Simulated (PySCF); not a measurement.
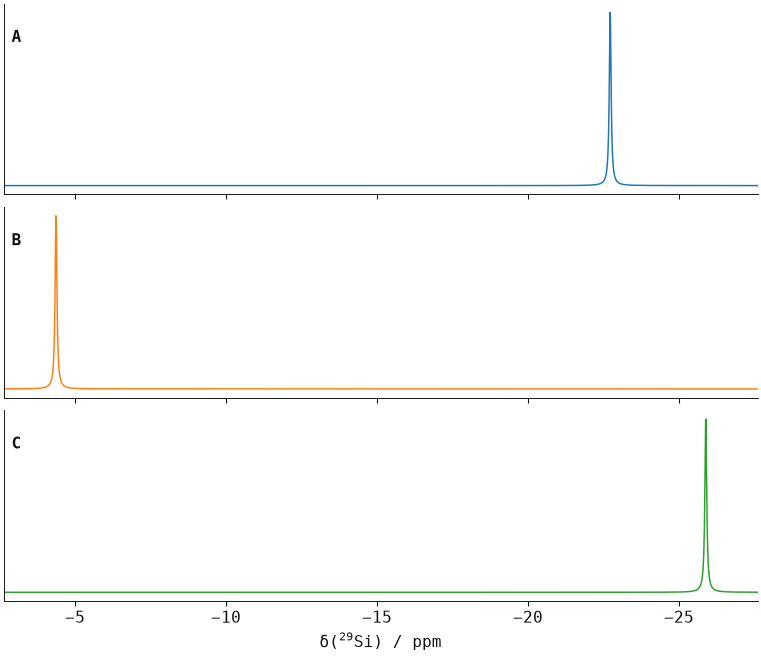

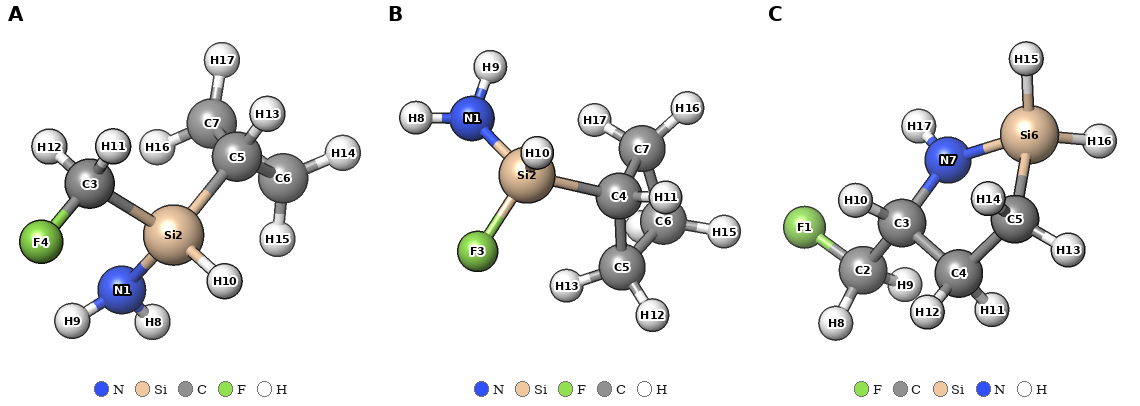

Related molecules: A is C₄H₁₀FNSi, SMILES N[Si@H](CF)C1CC1; B is C₄H₁₀FNSi, SMILES N[Si@@H](F)C1CCC1; C is C₄H₁₀FNSi, SMILES FC[C@H]1CC[SiH2]N1. GIAO ²⁹Si shifts against TMS, PBE0/pcSseg-1, PySCF, at a GFN2-xTB geometry (no frequency check); fully decoupled, line heights follow the number of nuclei within a panel, widths are arbitrary (no quadrupolar broadening); values of one conformer, averaged over nuclei that symmetry, rotation about single bonds or inversion at nitrogen exchange, these motions taken as fast; other conformers aren't averaged in.

> How does the ²⁹Si shift respond?

From A (−22.7 ppm) to B (−4.4 ppm) the nucleus is deshielded by 18.4 ppm. From A (−22.7 ppm) to C (−25.9 ppm) the nucleus is shielded by 3.2 ppm.

Limits of at least one run: the tight-binding geometry is rougher than a DFT one and adds to the error.
